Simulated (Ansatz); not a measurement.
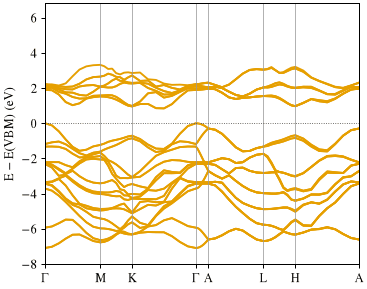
Figure: Band structure from plane-wave PAW PBE+D3(BJ) with spin–orbit coupling (Ansatz code)

**Question.** Read off the gap and where the band edges lie.

**Answer.** About 0.8 eV (0.81 eV by a search for the band edges); maximum at Γ, minimum on the K–Γ line, 44 % of the way from K.

The material is MoS₂ in space group P6_3/mmc (No. 194; Mo on 2b, S on 4f).

The first step of the workflow began from a Materials Project structure, measured or hypothetical. Its sites differ from those of the usual phase in this space group: another stacking or structure type. The cell was relaxed with PBE+D3(BJ) under the symmetry of its start; its stability against distortions is not shown here. The run is not spin-polarised.

Potentials: the later of the program's two PAW sets.
